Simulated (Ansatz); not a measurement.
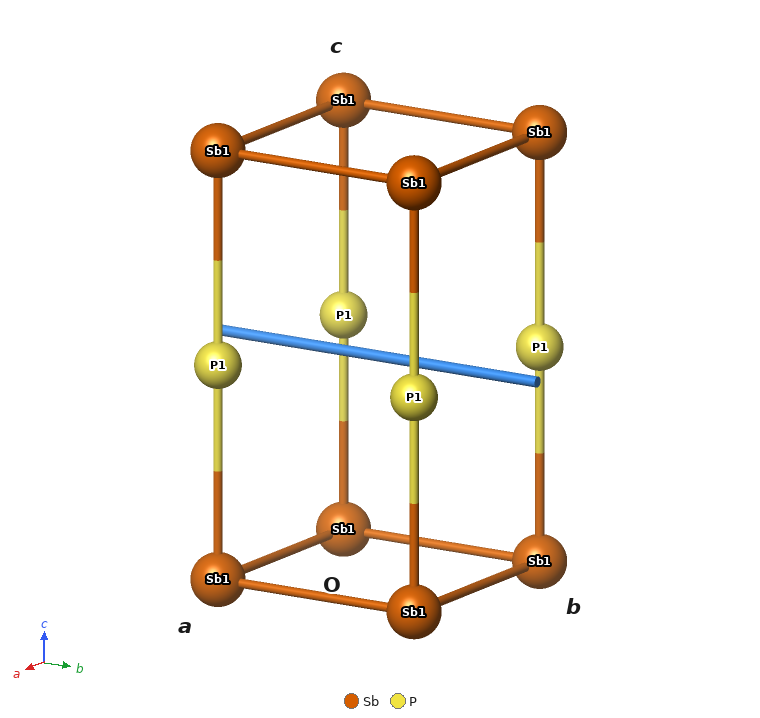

Crystal: SbP, coordinates from a relaxation with DFT PBE, scalar-relativistic, plane waves, PAW (Ansatz); the starting structure was generated, so it need not be a known form of this composition. The coloured rod is the axis of a symmetry operation of the crystal. All values are computed from the atomic coordinates in the standard setting (tolerance 0.002 Å).

a = 2.907 Å, b = 2.907 Å, c = 5.540 Å, α = 90.00°, β = 90.00°, γ = 90.00°.

| atom | x | y | z |
| --- | --- | --- | --- |
| Sb1 | 0.0000 | 0.0000 | 0.0000 |
| P1 | 0.0000 | 0.0000 | 0.5000 |

Take the operation x, y, z → −x+1, y, −z+1.

What kind of operation is it, and where does it lie?

It is a 2-fold rotation, about the line along [0 1 0] through (1/2, 1/2, 1/2).

Onto which atom does it carry each atom (up to whole multiples of a, b and c)?

Sb1 → Sb1, P1 → P1.
